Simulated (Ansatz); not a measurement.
A series of calculations on WH$_{6}$Cl

## 1. Relaxation

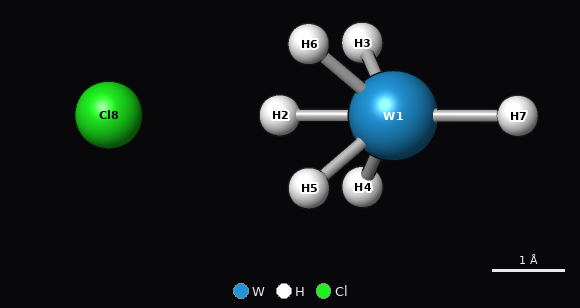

This is the input geometry for a relaxation of WH₆Cl (multiplicity 2). Style: ball-and-stick. Shown at a tilt.

The run prepares an end point of a later path (reaction) calculation, from a guessed geometry.

Level of theory: UHF/def2-SVP (Ansatz).

Input
```yaml
crystal:
  periodic: [false, false, false]
  atoms:
    - { symbol: W, position_ang: [0.0, 0.0, -0.464505] }
    - { symbol: H, position_ang: [0.0, 0.0, 1.24511] }
    - { symbol: H, position_ang: [1.423989, -0.000116, 0.40622] }
    - { symbol: H, position_ang: [-0.000116, 1.423987, 0.406223] }
    - { symbol: H, position_ang: [-1.423989, 0.000116, 0.40622] }
    - { symbol: H, position_ang: [0.000116, -1.423987, 0.406223] }
    - { symbol: H, position_ang: [0.0, 0.0, -2.333742] }
    - { symbol: Cl, position_ang: [0.0, 0.0, 3.818251] }
magnetization:
  spin_polarized: true
  initial_magnetization: 1
basis:
  gaussian: { orbitals: def2-SVP }
hamiltonian:
  xc: hf
relax:
  f_tol: 0.03
  max_steps: 50
```

Run as
```bash
ansatz run input.yaml --threads 1 --pin off --max-ram 2048MiB --backend cpu --events-out ev --progress --plain --runs-dir out
```

Where does the relaxation end?

Answer. Over 6 geometry steps the energy falls by 0.029 eV. The largest force component goes from 0.41 to 0.013 eV/Å. The largest move after the best rigid fit is that of Cl8, 0.59 Å. By element the largest moves are Cl 0.59 Å, H 0.11 Å, W 0.08 Å. Among the contacts that change: W1–H2 1.710 → 1.686 Å, W1–H7 1.869 → 1.876 Å. The run took 36 s on 1 thread of Arm Neoverse V2 (shared host), peak memory 0.18 GiB.

The structure at the end:

```xyz
8

W     0.0000    0.0000   -0.5470
H     0.0000    0.0000    1.1389
H     1.4215    0.0000    0.3283
H     0.0000    1.4215    0.3283
H    -1.4215    0.0000    0.3283
H     0.0000   -1.4215    0.3283
H     0.0000    0.0000   -2.4231
Cl    0.0000    0.0000    4.4078
```

After the run, drawn alike:

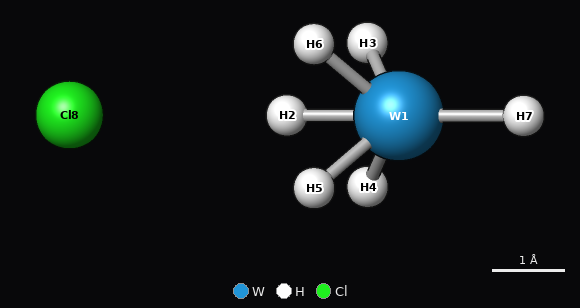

Limits of the set-up: the start holds two separate molecules, 2.6 Å apart at their closest, whose relative position is a soft coordinate and is computed without a dispersion correction; Hartree-Fock leaves out electron correlation.

## 2. Relaxation

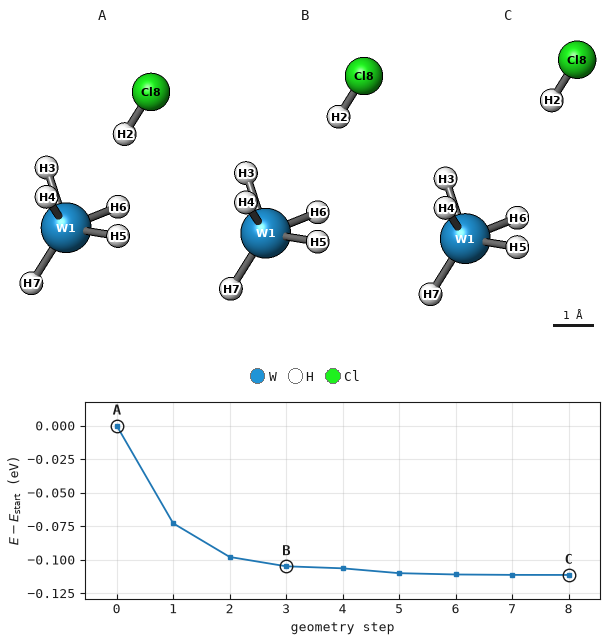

Frames of a relaxation of WH₆Cl (multiplicity 2), marked on the history of the run. The picture is a ball-and-stick view, seen from a free direction.

The run prepares an end point of a later path (reaction) calculation, from a guessed geometry.

Level of theory: UHF/def2-SVP in Ansatz 0.2.0.

Input file:
```yaml
crystal:
  periodic: [false, false, false]
  atoms:
    - { symbol: W, position_ang: [0.0, 0.0, -0.598707] }
    - { symbol: H, position_ang: [0.0, 0.0, 2.328399] }
    - { symbol: H, position_ang: [1.479737, -3.3e-05, 0.212064] }
    - { symbol: H, position_ang: [-3.3e-05, 1.479737, 0.212064] }
    - { symbol: H, position_ang: [-1.479737, 3.3e-05, 0.212064] }
    - { symbol: H, position_ang: [3.3e-05, -1.479737, 0.212064] }
    - { symbol: H, position_ang: [0.0, 0.0, -2.335493] }
    - { symbol: Cl, position_ang: [0.0, 0.0, 3.647545] }
magnetization:
  spin_polarized: true
  initial_magnetization: 1
basis:
  gaussian: { orbitals: def2-SVP }
hamiltonian:
  xc: hf
relax:
  f_tol: 0.03
  max_steps: 50
```

Command:
```bash
ansatz run input.yaml --threads 1 --pin off --max-ram 2048MiB --backend cpu --events-out ev --progress --plain --runs-dir out
```

Question: What happens along the run?

Answer: The atom that moves furthest after the best rigid fit is H2 (1.05 Å). Largest moves by element: H 1.05 Å, Cl 1.01 Å, W 0.34 Å. Some distances before and after: W1–H2 2.927 → 4.322 Å, H2–Cl8 1.319 → 1.271 Å. After 8 geometry steps the energy has fallen by 0.111 eV. The largest force component goes from 1.7 to 0.0057 eV/Å. From step 0 to 3: H2 moves most (0.55 Å), energy −0.105 eV. From step 3 to 8: H and Cl atoms move most (0.51 Å), energy −0.006 eV.

Limits of the set-up: the start holds two separate molecules, 2.6 Å apart at their closest, whose relative position is a soft coordinate and is computed without a dispersion correction; Hartree-Fock leaves out electron correlation.

## 3. Path

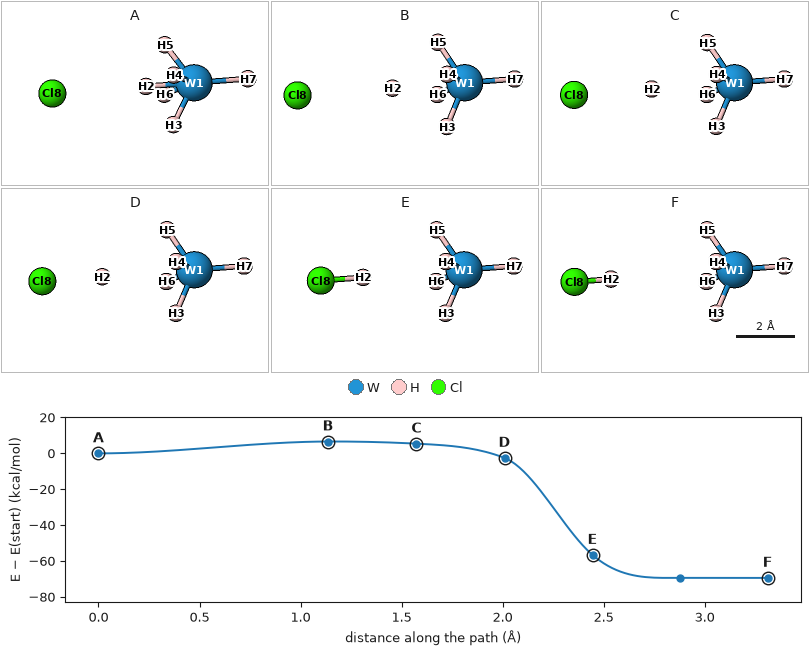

A search for the minimum-energy path of WH$_{6}$Cl (multiplicity 2), made up at the start of WH6 and Cl by the nudged elastic band. Images are numbered from 0 (start) to 6 (end). Frames A to F are images 0, 1, 2, 3, 4, 6. Style: ball-and-stick. Shown at a tilt.

Level of theory: UHF/def2-SVP in Ansatz 0.2.0.

Input file:
```yaml
crystal:
  periodic: [false, false, false]
  atoms:
    - { symbol: W, position_ang: [0.0, 0.0, -0.547] }
    - { symbol: H, position_ang: [0.0, 0.0, 1.138908] }
    - { symbol: H, position_ang: [1.421536, -9.0e-06, 0.328339] }
    - { symbol: H, position_ang: [-9.0e-06, 1.421534, 0.328342] }
    - { symbol: H, position_ang: [-1.421536, 9.0e-06, 0.328339] }
    - { symbol: H, position_ang: [9.0e-06, -1.421534, 0.328342] }
    - { symbol: H, position_ang: [0.0, 0.0, -2.423064] }
    - { symbol: Cl, position_ang: [0.0, 0.0, 4.407794] }
magnetization:
  spin_polarized: true
  initial_magnetization: 1
basis:
  gaussian: { orbitals: def2-SVP }
hamiltonian:
  xc: hf
neb:
  order_check: false
  images: 5
  f_tol: 0.05
  max_iterations: 60
  final_atoms:
    - { symbol: W, position_ang: [0.0, 0.0, -0.93902725] }
    - { symbol: H, position_ang: [0.0, 0.0, 3.38306375] }
    - { symbol: H, position_ang: [1.484003, 0.0, -0.13273625] }
    - { symbol: H, position_ang: [0.0, 1.484003, -0.13273625] }
    - { symbol: H, position_ang: [-1.484003, 0.0, -0.13273625] }
    - { symbol: H, position_ang: [0.0, -1.484003, -0.13273625] }
    - { symbol: H, position_ang: [0.0, 0.0, -2.67764925] }
    - { symbol: Cl, position_ang: [0.0, 0.0, 4.65455775] }
  initial_path:
    images:
      - { positions_ang: [[0.0, 0.0, -0.547], [0.0, 0.0, 1.138908], [1.421536, -9.0e-06, 0.328339], [-9.0e-06, 1.421534, 0.328342], [-1.421536, 9.0e-06, 0.328339], [9.0e-06, -1.421534, 0.328342], [0.0, 0.0, -2.423064], [0.0, 0.0, 4.407794]] }
      - { positions_ang: [[0.0, 0.0, -0.36466667], [0.0, 0.0, 1.41593867], [1.521024, -6.0e-06, 0.21889267], [-6.0e-06, 1.52102267, 0.21889467], [-1.521024, 6.0e-06, 0.21889267], [6.0e-06, -1.52102267, 0.21889467], [0.0, 0.0, -2.18870933], [0.0, 0.0, 4.15186267]] }
      - { positions_ang: [[0.0, 0.0, -0.18233333], [0.0, 0.0, 1.69296933], [1.620512, -3.0e-06, 0.10944633], [-3.0e-06, 1.62051133, 0.10944733], [-1.620512, 3.0e-06, 0.10944633], [3.0e-06, -1.62051133, 0.10944733], [0.0, 0.0, -1.95435467], [0.0, 0.0, 3.89593133]] }
      - { positions_ang: [[0.0, 0.0, 0.0], [0.0, 0.0, 1.97], [1.72, 0.0, 0.0], [0.0, 1.72, 0.0], [-1.72, 0.0, 0.0], [0.0, -1.72, 0.0], [0.0, 0.0, -1.72], [0.0, 0.0, 3.64]] }
      - { positions_ang: [[0.0, 0.0, -0.31300908], [0.0, 0.0, 2.44102125], [1.64133433, 0.0, -0.04424542], [0.0, 1.64133433, -0.04424542], [-1.64133433, 0.0, -0.04424542], [0.0, -1.64133433, -0.04424542], [0.0, 0.0, -2.03921642], [0.0, 0.0, 3.97818592]] }
      - { positions_ang: [[0.0, 0.0, -0.62601817], [0.0, 0.0, 2.9120425], [1.56266867, 0.0, -0.08849083], [0.0, 1.56266867, -0.08849083], [-1.56266867, 0.0, -0.08849083], [0.0, -1.56266867, -0.08849083], [0.0, 0.0, -2.35843283], [0.0, 0.0, 4.31637183]] }
      - { positions_ang: [[0.0, 0.0, -0.93902725], [0.0, 0.0, 3.38306375], [1.484003, 0.0, -0.13273625], [0.0, 1.484003, -0.13273625], [-1.484003, 0.0, -0.13273625], [0.0, -1.484003, -0.13273625], [0.0, 0.0, -2.67764925], [0.0, 0.0, 4.65455775]] }
```

Command:
```bash
ansatz run input.yaml --threads 1 --pin off --max-ram 2048MiB --backend cpu --events-out ev --progress --plain --runs-dir out
```

**Describe the mechanism and the energy profile.**

Forward barrier 6.6 kcal/mol, backward barrier 76.0 kcal/mol, with image 1 at the top; the reaction energy is −69.4 kcal/mol. A hydrogen atom shifts from one atom to another. Breaking: W1–H2 (1.69 → 2.53 at the top → 4.32 Å). Forming: H2–Cl8 (3.27 → 3.32 at the top → 1.27 Å). The band converged in 60 iterations. The largest component of the band force went from 10 to 0.031 eV/Å. The climbing image converged on the top of the path. Its vibrational analysis gives 3 imaginary modes over 30i cm⁻¹, so it isn't confirmed as a transition state.

Limits of the set-up: the start holds two separate molecules, 3.3 Å apart at their closest, whose relative position is a soft coordinate and is computed without a dispersion correction; Hartree-Fock leaves out electron correlation.
